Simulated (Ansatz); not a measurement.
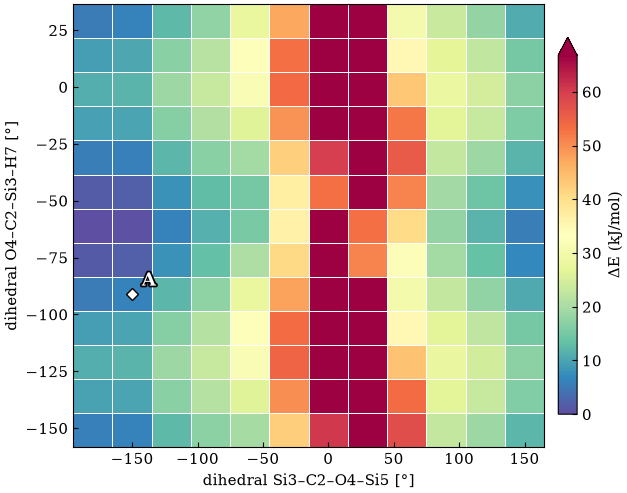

CH₇FOSi₂, SMILES FC([SiH3])O[SiH3]. First axis: dihedral Si3–C2–O4–Si5. Second axis: dihedral O4–C2–Si3–H7. Nothing is relaxed (all other coordinates rigid). The grid has 12 × 13 points. Points are written as (first, second). Energies are in kJ/mol, from the lowest grid point. Energies and slopes of some neighbouring points disagree (a jump in structure or state, or too coarse a mesh). Level of theory: RKS r2SCAN-D4/def2-SVP in Ansatz.

In the figure: one coloured cell a grid point, one colour for all values above the top of the scale, the point A.

Q: Is A at rest? If not, where is it pushed?

A: A, at (−150°, −91°), is not a stationary point. The computed force is 0.14 kJ/mol for each degree towards smaller values of dihedral Si3–C2–O4–Si5 and 0.3 kJ/mol for each degree towards larger values of dihedral O4–C2–Si3–H7.
